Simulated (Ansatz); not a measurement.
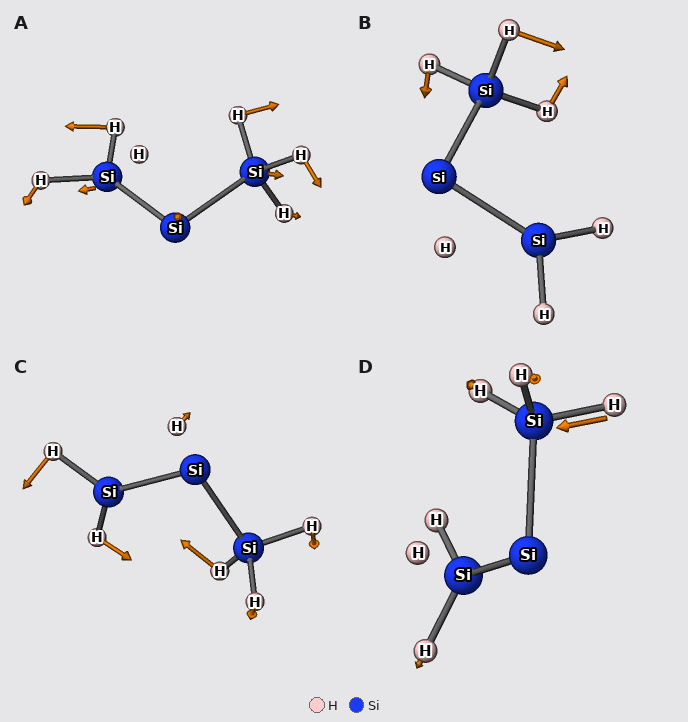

4 normal modes of one molecule or complex, as arrows. Harmonic vibrations computed with RKS PBE0-D4/def2-SVP (Ansatz 0.2.0) at a stationary point of the same level. It is a saddle point of order 1.

> Match the panels to the wavenumbers 155 cm⁻¹, 563 cm⁻¹, 930 cm⁻¹, 2203 cm⁻¹.

A: 155 cm⁻¹
B: 930 cm⁻¹, H–Si–H bending
C: 563 cm⁻¹, H–Si–Si bending
D: 2203 cm⁻¹, Si–H stretching
